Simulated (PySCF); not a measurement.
## Electronic structure of C4H11AlP2 in real space

Input

```
{"job": {"kind": "nmr", "xc": "PBE0", "basis": "pcSseg-1"}, "charge": 0, "multiplicity": 1}
C     -2.944737     0.446183     1.412279
C     -1.851703    -0.150999     0.962413
C     -1.014074     0.383593    -0.114194
C     -0.149730    -0.533391    -0.912080
P      0.820616     0.495672     0.274557
Al     2.183646    -1.580307     0.607995
P      1.480679     2.038842    -1.089235
H     -3.290687     1.380234     1.000270
H     -3.536344     0.022947     2.204437
H     -1.511199    -1.085689     1.390988
H     -1.415829     1.254466    -0.626628
H     -0.039325    -0.331346    -1.971021
H     -0.196422    -1.593241    -0.668956
H      3.350534    -0.824329     1.335564
H      2.438649    -2.010212    -0.883141
H      1.076243    -2.347064     1.414538
H      1.815889     2.923519    -0.063236
H      2.775033     1.517441    -1.139524
```

Launched as:

```sh
OMP_NUM_THREADS=1 python probes_run.py task.json out
```

Geometry: GFN2-xTB.

All numbers below come from PySCF, PBE0/pcSseg-1, SCF density, gas phase, non-relativistic.

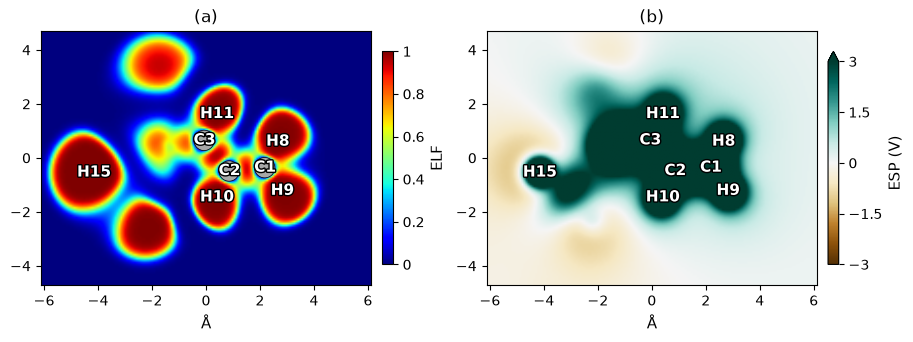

Figure 1. (a) ELF; (b) molecular electrostatic potential on the plane of atoms C1, C2 and C3. Grey discs cover the atomic cores in the ELF map.

What do the fields say about this system?

Answer. The plane passes through C and H nuclei.
C–C (1.32 Å): the ELF peaks at about 0.90 between the atoms: a short, multiple covalent bond.
C–H (1.08 Å): the ELF climbs to about 1 towards the hydrogen, as it does in any bond to H: a covalent bond by its length.
C–C (1.47 Å): the ELF peaks at about 0.95 between the atoms; a shared electron pair.
Outside the dense part of the molecule the potential is most negative (−1.0 V) near H15.

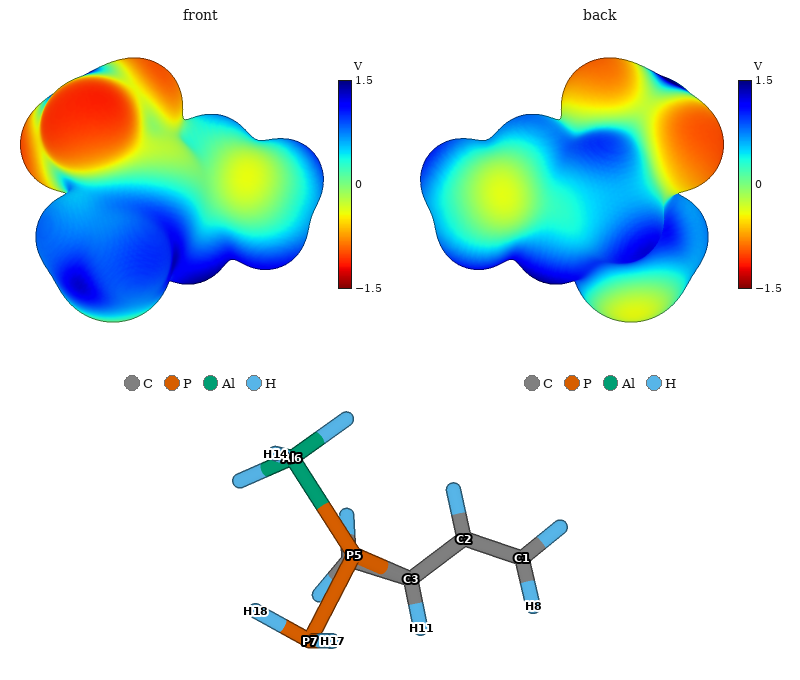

Figure 2. The molecular electrostatic potential painted on the density surface at 0.002 e/bohr³, seen from the front and from behind; the colour scale runs from red (negative) to blue (positive). The bare structure is drawn below in the same view.

Which sites attract a positive test charge, and which a negative one?

Answer. A positive charge is drawn to the negative regions and a negative charge to the positive ones. The most negative region (about −1.1 V) lies over H14, the most positive (about +1.4 V) over Al6 and H11.

How polar is the molecule by this calculation?

Answer. Its dipole moment is 3.89 D.
